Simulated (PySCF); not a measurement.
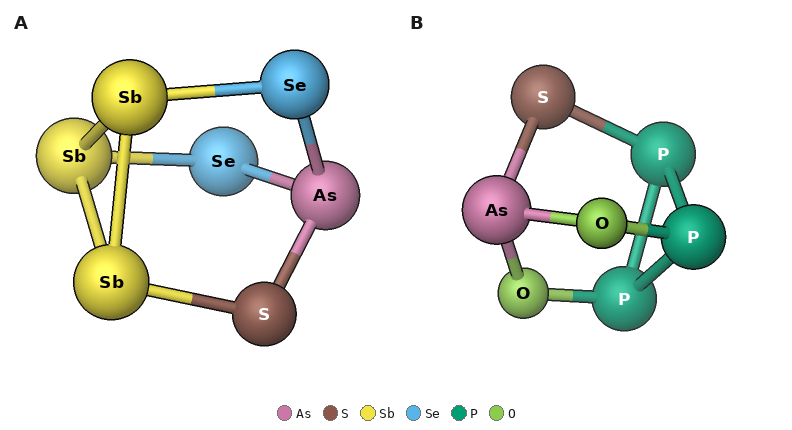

Two related species, optimised with PBE0-D3(BJ)/def2-SVP; properties computed with PySCF 2.14.0. Both: charge 0, singlet.

**Identify both.**

A is AsSb3SSeSe nortricyclane, B is AsP3SOO nortricyclane.

Compare them. With ωB97X-D/def2-SVPD, core potentials on Sb: dipole moment (D), HOMO–LUMO gap (eV), HOMO energy (Kohn–Sham orbital) (eV), lowest vertical singlet excitation (eV), mean static polarisability (bohr³). With PBE0-D3(BJ)/def2-SVP: mean As–S length (Å).

| quantity | A | B |
| --- | --- | --- |
| dipole moment (D) | 2.88 | 0.72 |
| HOMO–LUMO gap (eV) | 7.07 | 8.50 |
| HOMO energy (Kohn–Sham orbital) (eV) | −8.08 | −8.78 |
| lowest vertical singlet excitation (eV) | 3.02 | 3.85 |
| mean static polarisability (bohr³) | 230.3 | 116.8 |
| mean As–S length (Å) | 2.227 | 2.257 |

Each is one conformer, and no frequency run is at hand to confirm it as a minimum.
